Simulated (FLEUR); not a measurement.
# CrWN2: parallel and opposed starts, part 2 of 4

Does CrWN2 prefer parallel or opposed moments?

FLEUR MaX-R8.1; PBEsol with U = 3.5 eV on Cr d; all-electron FLAPW, Dirac cores, scalar-relativistic bands.

So far. Step 2 (Order 1, typed as ferro +): After 36 cycles the largest moment stands at 3.31 μB.

### 3. Order 2, typed as antiferro q=(0,0,1/2) +-

Another pattern of signs weighs the neighbour shells otherwise.

This order needs a doubled cell of 8 atoms. The mesh is halved along the doubled vector, so that both cells sample the same points. The k list default-1 (kpts.xml, not shown) is a Γ-centred 8×8×4 mesh.

inp.xml

```
<?xml version="1.0" encoding="UTF-8" standalone="no"?>
<fleurInput fleurInputVersion="0.39">
   <comment>
      CrWN2
   </comment>
   <calculationSetup>
      <cutoffs Kmax="4.29" Gmax="12.9" GmaxXC="12.9" numbands="0"/>
      <scfLoop itmax="130" minDistance="0.0001" maxIterBroyd="15" imix="Anderson" alpha="0.05" precondParam="0.0" spinf="2.0" sdNocoIR="T"/>
      <coreElectrons ctail="T" frcor="F" kcrel="0" coretail_lmax="0"/>
      <xcFunctional name="PBEs" relativisticCorrections="F"/>
      <magnetism jspins="2"/>
      <soc l_soc="F" theta="0.0" phi="0.0" spav="F"/>
      <expertModes spex="0" secvar="F"/>
      <geometryOptimization l_f="F" forcealpha="1.0" forcemix="BFGS" epsdisp="0.00001" epsforce="0.00001"/>
      <ldaU l_linMix="F" mixParam="0.05" spinf="1.0"/>
   </calculationSetup>
   <cell>
      <bzIntegration valenceElectrons="76.0" mode="hist" fermiSmearingEnergy="0.00293995">
         <kPointListSelection listName="default-1"/>
         <xi:include xmlns:xi="http://www.w3.org/2001/XInclude" href="kpts.xml"> </xi:include>
      </bzIntegration>
      <xi:include xmlns:xi="http://www.w3.org/2001/XInclude" href="sym.xml"> </xi:include>
      <bulkLattice scale="1.0">
         <bravaisMatrix>
            <row-1>    2.6993922388361526     1.5584948357496962    10.0713841180591679</row-1>
            <row-2>   -2.6993922388361526     1.5584948357496962    10.0713841180591679</row-2>
            <row-3>    0.0000000000000000    -6.2339793429987846    20.1427682361183358</row-3>
         </bravaisMatrix>
      </bulkLattice>
   </cell>
   <atomSpecies>
      <species name="Chromium (3.000" element="Cr" atomicNumber="24">
         <mtSphere radius="2.48" gridPoints="819" logIncrement="0.015"/>
         <atomicCutoffs lmax="10" lnonsphr="8"/>
         <electronConfig flipSpins="F">
            <coreConfig>(1s1/2) (2s1/2) (2p1/2) (2p3/2)</coreConfig>
            <valenceConfig>(3s1/2) (3p1/2) (3p3/2) (4s1/2) (3d3/2) (3d5/2)</valenceConfig>
            <stateOccupation state="(4s1/2)" spinUp="0.5" spinDown="0.5"/>
            <stateOccupation state="(3d3/2)" spinUp="1.0" spinDown="1.0"/>
            <stateOccupation state="(3d5/2)" spinUp="3.0" spinDown="0.0"/>
         </electronConfig>
         <energyParameters s="4" p="4" d="3" f="4"/>
         <ldaU l="2" U="3.5" J="0.0" l_amf="F"/>
         <lo type="SCLO" l="0" n="3" eDeriv="0"/>
         <lo type="SCLO" l="1" n="3" eDeriv="0"/>
      </species>
      <species name="Chromium (-3.000" element="Cr" atomicNumber="24">
         <mtSphere radius="2.48" gridPoints="819" logIncrement="0.015"/>
         <atomicCutoffs lmax="10" lnonsphr="8"/>
         <electronConfig flipSpins="F">
            <coreConfig>(1s1/2) (2s1/2) (2p1/2) (2p3/2)</coreConfig>
            <valenceConfig>(3s1/2) (3p1/2) (3p3/2) (4s1/2) (3d3/2) (3d5/2)</valenceConfig>
            <stateOccupation state="(4s1/2)" spinUp="0.5" spinDown="0.5"/>
            <stateOccupation state="(3d3/2)" spinUp="1.0" spinDown="1.0"/>
            <stateOccupation state="(3d5/2)" spinUp="0.0" spinDown="3.0"/>
         </electronConfig>
         <energyParameters s="4" p="4" d="3" f="4"/>
         <ldaU l="2" U="3.5" J="0.0" l_amf="F"/>
         <lo type="SCLO" l="0" n="3" eDeriv="0"/>
         <lo type="SCLO" l="1" n="3" eDeriv="0"/>
      </species>
      <species name="Tungsten (W)" element="W" atomicNumber="74">
         <mtSphere radius="2.53" gridPoints="837" logIncrement="0.016"/>
         <atomicCutoffs lmax="10" lnonsphr="8"/>
         <electronConfig flipSpins="F">
            <coreConfig>(1s1/2) (2s1/2) (2p1/2) (2p3/2) (3s1/2) (3p1/2) (3p3/2) (4s1/2) (3d3/2) (3d5/2) (4p1/2) (4p3/2) (4d3/2) (4d5/2) (4f5/2) (4f7/2)</coreConfig>
            <valenceConfig>(5s1/2) (5p1/2) (5p3/2) (6s1/2) (5d3/2) (5d5/2)</valenceConfig>
            <stateOccupation state="(5d3/2)" spinUp="0.800000" spinDown="0.800000"/>
            <stateOccupation state="(5d5/2)" spinUp="1.200000" spinDown="1.200000"/>
         </electronConfig>
         <energyParameters s="6" p="6" d="5" f="5"/>
         <lo type="SCLO" l="0" n="5" eDeriv="0"/>
         <lo type="SCLO" l="1" n="5" eDeriv="0"/>
      </species>
      <species name="Nitrogen (N)" element="N" atomicNumber="7">
         <mtSphere radius="1.4" gridPoints="463" logIncrement="0.022"/>
         <atomicCutoffs lmax="6" lnonsphr="4"/>
         <electronConfig flipSpins="F">
            <coreConfig>(1s1/2)</coreConfig>
            <valenceConfig>(2s1/2) (2p1/2) (2p3/2)</valenceConfig>
            <stateOccupation state="(2p1/2)" spinUp="0.500000" spinDown="0.500000"/>
            <stateOccupation state="(2p3/2)" spinUp="1.000000" spinDown="1.000000"/>
         </electronConfig>
         <energyParameters s="2" p="2" d="3" f="4"/>
      </species>
   </atomSpecies>
   <atomGroups>
      <atomGroup species="Chromium (3.000">
         <relPos label="                   1">-.1679060000 -.1679060000 .4160470000</relPos>
         <force calculate="T" relaxXYZ="TTT"/>
      </atomGroup>
      <atomGroup species="Chromium (-3.000">
         <relPos label="                   2">-.1679060000 -.1679060000 -.0839530000</relPos>
         <force calculate="T" relaxXYZ="TTT"/>
      </atomGroup>
      <atomGroup species="Tungsten (W)">
         <relPos label="                   3">-.0016120000 -.0016120000 .4991940000</relPos>
         <force calculate="T" relaxXYZ="TTT"/>
      </atomGroup>
      <atomGroup species="Tungsten (W)">
         <relPos label="                   4">-.0016120000 -.0016120000 -.0008060000</relPos>
         <force calculate="T" relaxXYZ="TTT"/>
      </atomGroup>
      <atomGroup species="Nitrogen (N)">
         <relPos label="                   5">.4169510000 .4169510000 .2084755000</relPos>
         <force calculate="T" relaxXYZ="TTT"/>
      </atomGroup>
      <atomGroup species="Nitrogen (N)">
         <relPos label="                   6">.4169510000 .4169510000 -.2915245000</relPos>
         <force calculate="T" relaxXYZ="TTT"/>
      </atomGroup>
      <atomGroup species="Nitrogen (N)">
         <relPos label="                   7">.2473680000 .2473680000 .1236840000</relPos>
         <force calculate="T" relaxXYZ="TTT"/>
      </atomGroup>
      <atomGroup species="Nitrogen (N)">
         <relPos label="                   8">.2473680000 .2473680000 -.3763160000</relPos>
         <force calculate="T" relaxXYZ="TTT"/>
      </atomGroup>
   </atomGroups>
   <output dos="F" band="F" slice="F">
      <bandDOS minEnergy="-.5*Htr" maxEnergy="0.5*Htr" sigma="0.015" storeEVData="T"/>
      <plotting iplot="0" polar="F">
         <plot TwoD="T" vec1="  1.0  0.0  0.0" vec2="  0.0  1.0  0.0" vec3="  0.0  0.0  1.0" zero="  0.0  0.0  0.0" file="plot"/>
      </plotting>
      <moessbauerParams electricFieldGradient="F" isomerShift="F" coreHyperfine="F" valenceHyperfine="F"/>
   </output>
</fleurInput>
```

crystal.txt

```
CrWN2
&input film=F cartesian=F /
1.42845685610  0.82471995040  5.32954695760
-1.42845685610  0.82471995040  5.32954695760
0.00000000000  -3.29887980160  10.65909391520
1.8897261246
1.0 1.0 1.0

8
24 0.83209400000  0.83209400000  0.41604700000 : 3.000
24 0.83209400000  0.83209400000  0.91604700000 : -3.000
74 0.99838800000  0.99838800000  0.49919400000
74 0.99838800000  0.99838800000  0.99919400000
7 0.41695100000  0.41695100000  0.20847550000
7 0.41695100000  0.41695100000  0.70847550000
7 0.24736800000  0.24736800000  0.12368400000
7 0.24736800000  0.24736800000  0.62368400000

&kpt div1=8 div2=8 div3=4 gamma=T /
```

On the command line:

```sh
> OMP_NUM_THREADS=1 inpgen -f crystal.txt > inpgen.log  # inp.xml is then edited as shown
> OMP_NUM_THREADS=1 mpirun -n 4 fleur_MPI > fleur.log
```

The program printed:

```text
[banner, memory and clock lines left out]
Welcome to FLEUR        (www.flapw.de)
      MaX-Release 8.1          (www.max-centre.eu)

 ========== k-point set info ==========
 Selected k-point list: default-1
 k-point list type: mesh
 0 x 0 x 0
 Number of k points: 80

 [... set-up left out ...]
 no density matrix found ... skipping LDA+U
 Reset of history
 Iteration:     1   Distance:      49.20345601 me/bohr^3
 Iteration:     2   Distance:      35.45745216 me/bohr^3
 Iteration:     3   Distance:      27.22908502 me/bohr^3
 Iteration:     4   Distance:      28.05114927 me/bohr^3
 Iteration:     5   Distance:      13.74697460 me/bohr^3
 Iteration:     6   Distance:      11.39411945 me/bohr^3
 Iteration:     7   Distance:       4.82933023 me/bohr^3
 Iteration:     8   Distance:       4.37147383 me/bohr^3
 Iteration:     9   Distance:       4.03174787 me/bohr^3
 Iteration:    10   Distance:       2.24627434 me/bohr^3
 Iteration:    11   Distance:       1.63902757 me/bohr^3
 Iteration:    12   Distance:       1.39391408 me/bohr^3
 Iteration:    13   Distance:       1.24795133 me/bohr^3
 Iteration:    14   Distance:       1.20531143 me/bohr^3

--- out.xml (last complete iteration) ---
<iteration numberForCurrentRun="   14" overallNumber="   14">
         [... left out ...]
         <bandgap value="0.0000000000" units="eV"/>
         <sumValenceSingleParticleEnergies value="-25.0649272529" units="Htr"/>
         <FermiEnergy value="0.6005335195" units="Htr"/>
         [... left out ...]
         <magneticMomentsInMTSpheres units="muBohr">
            <globalMagMoment atomType="1" vec="0.00000   0.00000   3.14459"/>
            <globalMagMoment atomType="2" vec="0.00000   0.00000  -3.14459"/>
            <globalMagMoment atomType="3" vec="0.00000   0.00000  -0.08673"/>
            <globalMagMoment atomType="4" vec="0.00000   0.00000   0.08673"/>
            <globalMagMoment atomType="5" vec="0.00000   0.00000  -0.00159"/>
            <globalMagMoment atomType="6" vec="0.00000   0.00000   0.00159"/>
            <globalMagMoment atomType="7" vec="0.00000   0.00000   0.00758"/>
            <globalMagMoment atomType="8" vec="0.00000   0.00000  -0.00758"/>
         </magneticMomentsInMTSpheres>
         [... left out ...]
         <totalEnergy value="   -34640.6660219164" units="Htr">
            <sumOfEigenvalues value="   -21080.6798553834">
               <coreElectrons value="-21055.6149281305"/>
               <valenceElectrons value="-25.0649272529"/>
            </sumOfEigenvalues>
         [... left out ...]
            <freeEnergy value="-34640.6686414177"/>
            <extrapolationTo0K value="-34640.6673316671"/>
         </totalEnergy>
         <ldaUDensityMatrix>
            <densityMatrixFor spin="1" atomType="1" uIndex="1" l="2" U="3.50000000" J="0.00000000">
               (+0.77822,+0.00000) (-0.00211,+0.01316) (-0.00955,+0.00175) (+0.00609,-0.18315) (+0.02443,+0.00000)
               (-0.00211,-0.01316) (+0.63809,+0.00000) (+0.00403,+0.00016) (+0.01296,+0.00000) (+0.00609,+0.18315)
               (-0.00955,-0.00175) (+0.00403,-0.00016) (+0.89070,+0.00000) (+0.00403,-0.00016) (-0.00955,-0.00175)
               (+0.00609,+0.18315) (+0.01296,+0.00000) (+0.00403,+0.00016) (+0.63809,+0.00000) (-0.00211,-0.01316)
               (+0.02443,+0.00000) (+0.00609,-0.18315) (-0.00955,+0.00175) (-0.00211,+0.01316) (+0.77822,+0.00000)
            </densityMatrixFor>
            <densityMatrixFor spin="1" atomType="2" uIndex="2" l="2" U="3.50000000" J="0.00000000">
               (+0.10186,+0.00000) (-0.00115,+0.00402) (-0.00780,-0.00032) (-0.00208,+0.05933) (+0.00722,+0.00000)
               (-0.00115,-0.00402) (+0.15483,+0.00000) (-0.00034,-0.00334) (+0.00411,+0.00000) (-0.00208,-0.05933)
               (-0.00780,+0.00032) (-0.00034,+0.00334) (+0.10944,+0.00000) (-0.00034,+0.00334) (-0.00780,+0.00032)
[... rest left out ...]
```

It took 6.8 min on 4 MPI ranks of Arm Neoverse V1, shared host; peak memory 1 GiB.

The run was cut off at its time limit.

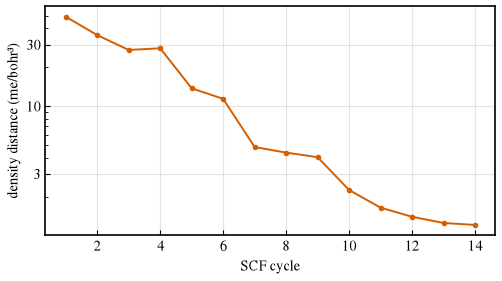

Distance of input and output densities by cycle.

After 14 cycles the density distance stands at 1.2 me/bohr³, still falling.

### 4. Run 3 (antiferro q=(1/2,1/2,1/2) +-)

Reversing part of the moments tests the sign of the couplings between them.

This order needs a doubled cell of 8 atoms. The mesh is halved along the doubled vector, so that both cells sample the same points. The k list default-1 (kpts.xml, not shown) is a Γ-centred 4×8×8 mesh.

inp.xml, as its differences from that of step 3:

```diff
@@ -24,5 +24,5 @@
          <bravaisMatrix>
-            <row-1>    2.6993922388361526     1.5584948357496962    10.0713841180591679</row-1>
-            <row-2>   -2.6993922388361526     1.5584948357496962    10.0713841180591679</row-2>
-            <row-3>    0.0000000000000000    -6.2339793429987846    20.1427682361183358</row-3>
+            <row-1>    5.3987844776912022     3.1169896714993923    20.1427682361183358</row-1>
+            <row-2>    0.0000000000000000     3.1169896714993923    20.1427682361183358</row-2>
+            <row-3>    2.6993922388361526    -1.5584948357496962    20.1427682361183358</row-3>
          </bravaisMatrix>
@@ -88,3 +88,3 @@
       <atomGroup species="Chromium (3.000">
-         <relPos label="                   1">-.1679060000 -.1679060000 .4160470000</relPos>
+         <relPos label="                   1">-.4160470000 -.1679060000 -.1679060000</relPos>
          <force calculate="T" relaxXYZ="TTT"/>
@@ -92,3 +92,3 @@
       <atomGroup species="Chromium (-3.000">
-         <relPos label="                   2">-.1679060000 -.1679060000 -.0839530000</relPos>
+         <relPos label="                   2">.0839530000 -.1679060000 -.1679060000</relPos>
          <force calculate="T" relaxXYZ="TTT"/>
@@ -96,3 +96,3 @@
       <atomGroup species="Tungsten (W)">
-         <relPos label="                   3">-.0016120000 -.0016120000 .4991940000</relPos>
+         <relPos label="                   3">-.4991940000 -.0016120000 -.0016120000</relPos>
          <force calculate="T" relaxXYZ="TTT"/>
@@ -100,3 +100,3 @@
       <atomGroup species="Tungsten (W)">
-         <relPos label="                   4">-.0016120000 -.0016120000 -.0008060000</relPos>
+         <relPos label="                   4">.0008060000 -.0016120000 -.0016120000</relPos>
          <force calculate="T" relaxXYZ="TTT"/>
@@ -104,3 +104,3 @@
       <atomGroup species="Nitrogen (N)">
-         <relPos label="                   5">.4169510000 .4169510000 .2084755000</relPos>
+         <relPos label="                   5">-.2084755000 .4169510000 .4169510000</relPos>
          <force calculate="T" relaxXYZ="TTT"/>
@@ -108,3 +108,3 @@
       <atomGroup species="Nitrogen (N)">
-         <relPos label="                   6">.4169510000 .4169510000 -.2915245000</relPos>
+         <relPos label="                   6">.2915245000 .4169510000 .4169510000</relPos>
          <force calculate="T" relaxXYZ="TTT"/>
@@ -112,3 +112,3 @@
       <atomGroup species="Nitrogen (N)">
-         <relPos label="                   7">.2473680000 .2473680000 .1236840000</relPos>
+         <relPos label="                   7">-.1236840000 .2473680000 .2473680000</relPos>
          <force calculate="T" relaxXYZ="TTT"/>
@@ -116,3 +116,3 @@
       <atomGroup species="Nitrogen (N)">
-         <relPos label="                   8">.2473680000 .2473680000 -.3763160000</relPos>
+         <relPos label="                   8">.3763160000 .2473680000 .2473680000</relPos>
          <force calculate="T" relaxXYZ="TTT"/>
```

crystal.txt

```
CrWN2
&input film=F cartesian=F /
2.85691371221  1.64943990080  10.65909391520
0.00000000000  1.64943990080  10.65909391520
1.42845685610  -0.82471995040  10.65909391520
1.8897261246
1.0 1.0 1.0

8
24 0.58395300000  0.83209400000  0.83209400000 : 3.000
24 0.08395300000  0.83209400000  0.83209400000 : -3.000
74 0.50080600000  0.99838800000  0.99838800000
74 0.00080600000  0.99838800000  0.99838800000
7 0.79152450000  0.41695100000  0.41695100000
7 0.29152450000  0.41695100000  0.41695100000
7 0.87631600000  0.24736800000  0.24736800000
7 0.37631600000  0.24736800000  0.24736800000

&kpt div1=4 div2=8 div3=8 gamma=T /
```

The program printed:

```text
[banner, memory and clock lines left out]
Welcome to FLEUR        (www.flapw.de)
      MaX-Release 8.1          (www.max-centre.eu)

 ========== k-point set info ==========
 Selected k-point list: default-1
 k-point list type: mesh
 0 x 0 x 0
 Number of k points: 80

 [... set-up left out ...]
 no density matrix found ... skipping LDA+U
 Reset of history
 Iteration:     1   Distance:      50.16633589 me/bohr^3
 Iteration:     2   Distance:      35.05654932 me/bohr^3
 Iteration:     3   Distance:      27.16597106 me/bohr^3
 Iteration:     4   Distance:      29.98582809 me/bohr^3
[...]
(+0.00000,-0.00001) (-0.00032,-0.21331) (+0.00044,+0.00026) (-0.00051,-0.00088) (+0.78768,+0.00000)
            </densityMatrixFor>
            <densityMatrixFor spin="1" atomType="2" uIndex="2" l="2" U="3.50000000" J="0.00000000">
               (+0.10961,+0.00000) (+0.00008,-0.00014) (+0.00093,-0.00054) (-0.00021,+0.05237) (+0.00000,+0.00000)
               (+0.00008,+0.00014) (+0.15317,+0.00000) (-0.00045,+0.00076) (+0.00000,+0.00000) (-0.00021,-0.05237)
               (+0.00093,+0.00054) (-0.00045,-0.00076) (+0.13701,+0.00000) (-0.00044,+0.00077) (-0.00093,+0.00053)
[... rest left out ...]
```

Run time: 7.5 min. Hardware: 4 MPI ranks; peak memory 1.1 GiB.

The run was cut off at its time limit.

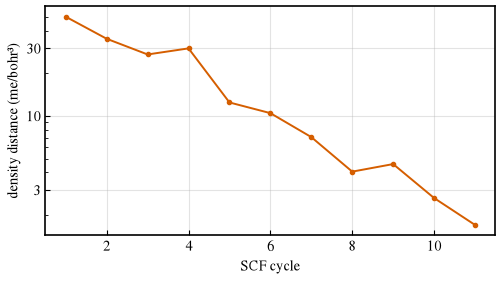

Distance of input and output densities by cycle.

After 11 cycles the density distance stands at 1.7 me/bohr³, above the threshold of 0.0001.

(Continued in part 3 of 4.)

[Logs and program files are shortened in this print: banners, set-up blocks, solver, clock and traceback lines can be left out without a mark of their own.]

[Logs are printed without paths, hosts, clocks, repeated set-up lines and the standing remarks that a program may print on its own settings, such as how far it seeks lower states.]

[Hosts, paths, dates, database ids (printed as entryN), source tags and the programs' standing remarks are cut or masked in the printed files.]

[Where a cell is said to come from a database of computed structures, the database is the Materials Project.]
